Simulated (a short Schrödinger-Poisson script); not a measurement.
System: symmetric double-gate stack, SiO2 on p-type Si(100), at 300 K.

```tsv
layer	material	thickness (nm)	Na (cm⁻³)
1	SiO2	3.1	-
2	Si	10	1e16
3	SiO2	3.1	-
```

The device is made up for the run: typed textbook-type constants, with dimensions and the other settings drawn at random. SiO2: permittivity 3.9, conduction-band edge (eV) 3.15, gap (eV) 9, electron mass (mₑ) 0.5. Si: permittivity 11.7, conduction-band edge (eV) 0, gap (eV) 1.124, Nv at 300 K (cm⁻³) 3.1e19.

Channel valleys (confinement mass, in-plane density-of-states mass, number): Δ2 0.916, 0.19, 2; Δ4 0.19, 0.417, 4. At the gates, both at one voltage, the conduction-band edge of layer 1 lies 3.76 eV − eVg above the Fermi level of the channel. Gaps are held at their typed values at every temperature. Mesh 0.03 nm at interfaces.

From a short Schrödinger-Poisson script (our own, NumPy): 1D Poisson equation in equilibrium, electrons quantum, Hartree (BenDaniel-Duke, 12 states a valley, the channel's in-plane mass for all, wave functions ending at the dielectric), parabolic valleys, classical holes, full ionisation, no traps, pinning or gate leakage.

Only gate voltages with over 1e8 electrons/cm² are shown.

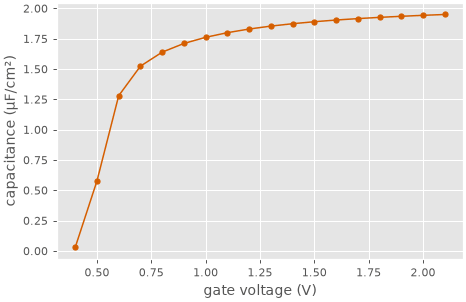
Figure. Quasi-static capacitance against gate voltage

```tsv
Vg (V)	electrons (cm⁻²)	C (μF/cm²)	Δ2 E0 (meV)	Δ2 E1 (meV)	Δ4 E0 (meV)	Δ4 E1 (meV)
0.4	4.60e9	0.0286	215.4	227.7	231.1	290.4
0.5	1.37e11	0.576	127.8	139.5	143.4	202.2
0.6	7.50e11	1.28	84.2	93.5	100.1	156.4
0.7	1.64e12	1.52	63.9	70.4	80.9	134.1
0.8	2.62e12	1.64	51.0	55.2	69.8	120.0
0.9	3.67e12	1.71	40.9	43.5	62.4	110.0
1	4.75e12	1.76	32.3	34.0	57.1	102.3
1.1	5.87e12	1.80	24.7	25.8	53.0	96.1
1.2	7.00e12	1.83	17.9	18.6	49.8	91.1
1.3	8.15e12	1.85	11.7	12.2	47.1	86.8
1.4	9.31e12	1.87	6.0	6.4	44.8	83.2
1.5	1.05e13	1.89	0.7	0.9	42.9	79.9
1.6	1.17e13	1.90	-4.3	-4.1	41.2	77.1
1.7	1.29e13	1.91	-9.0	-8.8	39.6	74.5
1.8	1.41e13	1.93	-13.5	-13.4	38.3	72.1
1.9	1.53e13	1.93	-17.7	-17.7	37.0	70.0
2	1.65e13	1.94	-21.9	-21.8	35.8	67.9
2.1	1.77e13	1.95	-25.8	-25.8	34.7	66.1
```

Subbands count from the Fermi level. The capacitance is that of both gates.
